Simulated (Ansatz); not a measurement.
ClH3O4W

The calculation's input:

```
crystal:
  periodic: [false, false, false]
  atoms:
    - {symbol: O, position_ang: [0.017670, -1.250389, 1.311593]}
    - {symbol: W, position_ang: [0.029791, -0.082603, 0.077307]}
    - {symbol: O, position_ang: [1.899479, -0.151013, -0.093634]}
    - {symbol: O, position_ang: [-1.059968, -1.041737, -1.108412]}
    - {symbol: O, position_ang: [-0.775369, 1.275577, 1.087644]}
    - {symbol: Cl, position_ang: [0.173250, 1.571165, -1.685485]}
    - {symbol: H, position_ang: [2.228299, 0.452222, -0.772883]}
    - {symbol: H, position_ang: [-1.395424, -1.899648, -0.828676]}
    - {symbol: H, position_ang: [-1.029328, 1.080125, 1.995447]}
basis:
  gaussian: {orbitals: def2-TZVPP}
hamiltonian: {xc: pbe0, dispersion: d4}
output: {orbitals: {seedname: orbitals}}
```

Launched as:

```sh
ansatz run in.yaml --threads 4 --pin off --events-out ev --progress --plain --max-ram 11315MiB
```

Geometry: PBE0-D4/def2-TZVP; core potentials replace the inner electrons of W.

All numbers below come from RKS PBE0-D4/def2-TZVPP (Ansatz 0.2.0).

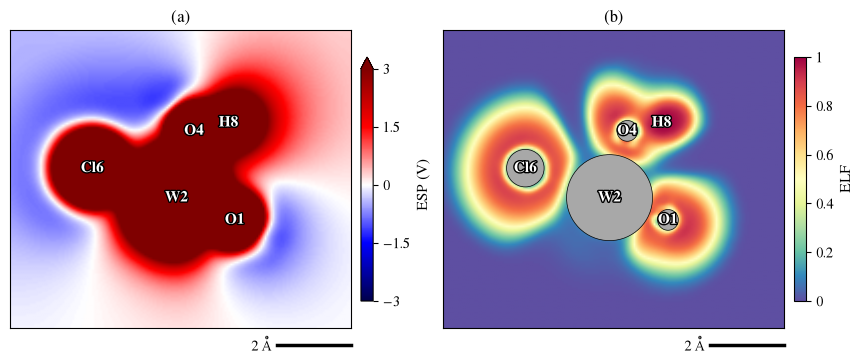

Figure 1. (a) electrostatic potential; (b) electron localisation function on the plane of atoms O4, W2 and Cl6. Grey discs cover the atomic cores in the ELF map.

> Read the bonding off the picture.

- Atoms in the plane: O, W, Cl and H.
- W–O (1.70 Å): the ELF peaks at about 0.80 in the valence shell of O, 0.5 Å from its nucleus, and drops to about 0.35 between the two atoms.
- W–Cl (2.42 Å): the ELF peaks at about 0.85 in the valence shell of Cl, 0.8 Å from its nucleus, and is about 0.35 at the midpoint.
- O–H (0.96 Å): the ELF climbs to about 1 towards the hydrogen, as it does in any bond to H: a covalent bond by its length.
- W–O (1.87 Å): the ELF peaks at about 0.85 in the valence shell of O, 0.5 Å from its nucleus, and drops to about 0.30 between the two atoms.
- Outside the dense part of the molecule the potential is most negative (−1.2 V) near O4.

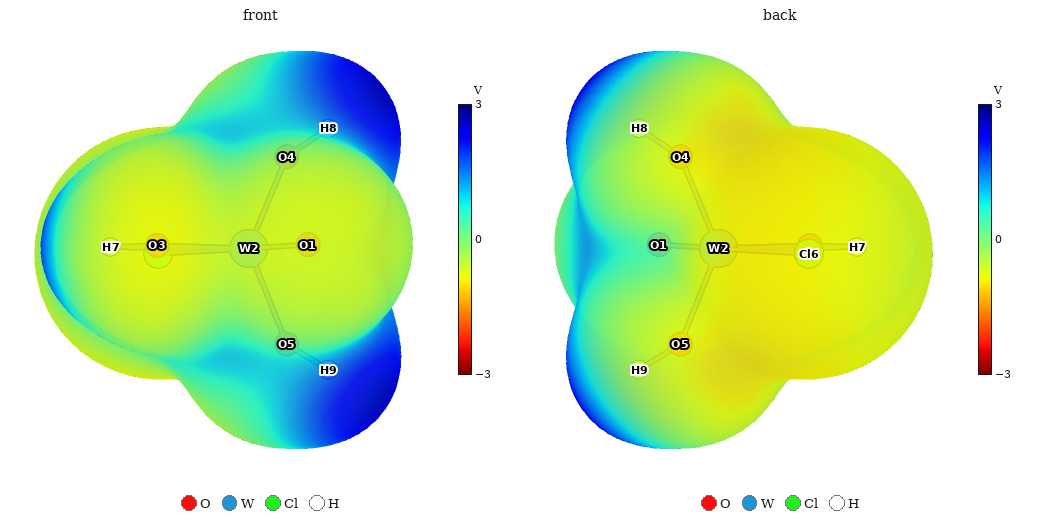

Figure 2. The molecular electrostatic potential painted on the density surface at 0.001 e/bohr³, seen from the front and from behind; the colour scale runs from red (negative) to blue (positive).

> Which sites attract a positive test charge, and which a negative one?

A positive charge is drawn to the negative regions and a negative charge to the positive ones. The most negative region (about −1.0 V) lies over W2, O4, O5 and Cl6, the most positive (about +2.6 V) over H8 and H9.

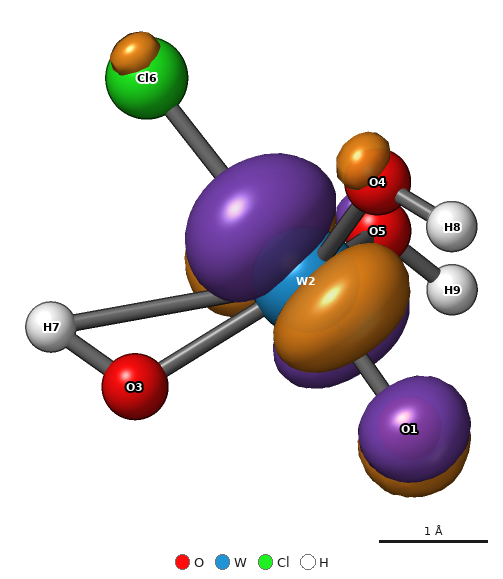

Figure 3. The LUMO at ±0.2 Å⁻³ᐟ² (orange and purple are the two phases), seen from one side.

> Describe this orbital and give its energy.

It lies mainly on W2 (about 60 %), O1 (about 20 %) and Cl6 (about 10 %). Its energy is −2.66 eV.
